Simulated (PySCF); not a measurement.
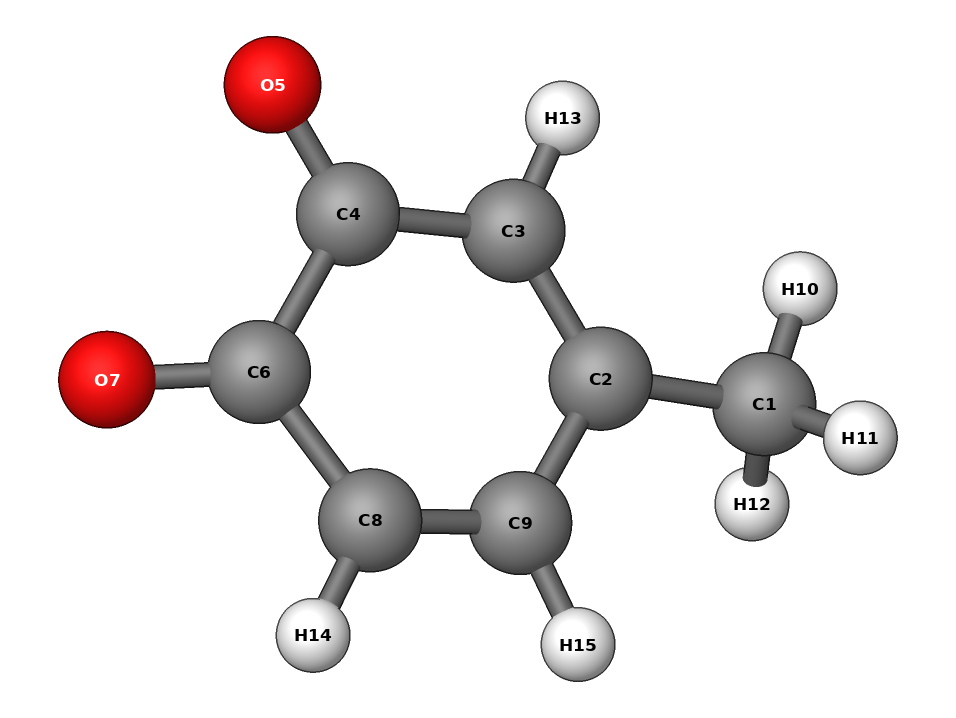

Geometry: a frame of a GFN2-xTB molecular-dynamics simulation, not a minimum. Properties computed with GIAO PBE0/pcSseg-1 NMR shielding, non-relativistic, gas phase (PySCF 2.14.0). Principal shieldings σ11 ≤ σ22 ≤ σ33, span Ω = σ33 − σ11, skew κ = 3(σiso − σ22)/Ω.

Give the shielding tensors of the C atoms.

```
atom     σ11    σ22    σ33   σiso      Ω      κ
  C1   153.6  159.7  182.6  165.3   29.1   0.58
  C2   −94.4   11.0  166.6   27.7  261.0   0.19
  C3   −30.4   67.5  134.5   57.2  164.9  −0.19
  C4   −93.0   −9.7  106.2    1.2  199.2   0.16
  C6  −105.0  −20.3  103.2   −7.4  208.2   0.19
  C8   −57.8   40.3  135.1   39.2  192.9  −0.02
  C9   −90.0   54.2  147.8   37.3  237.8  −0.21
```

Shieldings and span in ppm.
